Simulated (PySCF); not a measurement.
Consider CH₄F₂Ge (SMILES F[CH2][GeH2][F]).

Input

```
{"job": {"kind": "uv", "xc": "CAM-B3LYP", "basis": "def2-SVPD", "nstates": 8, "ntriplets": 3}, "charge": 0, "multiplicity": 1}
F      1.736870     0.026341     1.056688
C      1.029460     0.165032    -0.113284
Ge    -0.909633    -0.168174     0.200057
F     -1.564382     0.085217    -1.402383
H      1.445073    -0.549215    -0.831034
H      1.203237     1.181718    -0.479779
H     -1.631761     0.853516     1.032032
H     -1.299808    -1.585023     0.513139
```

Run with:

```sh
OMP_NUM_THREADS=1 python probes_run.py task.json out
```

Geometry: GFN2-xTB.

Computed with CAM-B3LYP/def2-SVPD, SCF density, gas phase in PySCF.

> What will maps of the electron density and electron localisation function show?

C–F (1.37 Å): ρ is about 2.1 e/Å³ halfway, with its minimum of 1.6 e/Å³ about 0.5 Å from C; the ELF peaks at about 0.85 between the atoms; a polar covalent bond.
Ge–F (1.75 Å): ρ at the midpoint is about 0.88 e/Å³; the ELF peaks at about 0.85 in the valence shell of F, 0.5 Å from its nucleus, and is about 0.20 at the midpoint.
C–Ge (1.99 Å): the density is about 0.88 e/Å³ at the midpoint; the ELF peaks at about 0.95 in the valence shell of C, 0.7 Å from its nucleus, and is about 0.80 at the midpoint.

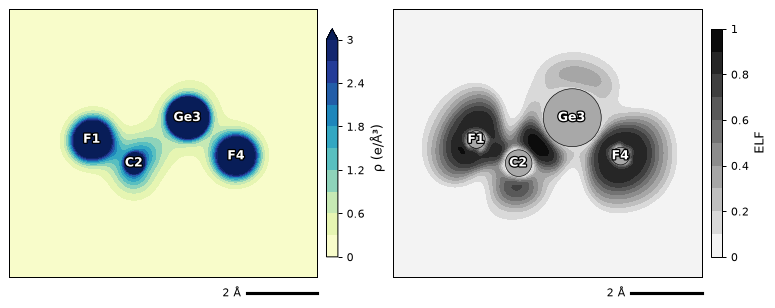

Computed electron density and electron localisation function on the plane of atoms C2, Ge3 and F4, in this order. Grey discs cover the atomic cores in the ELF map. 
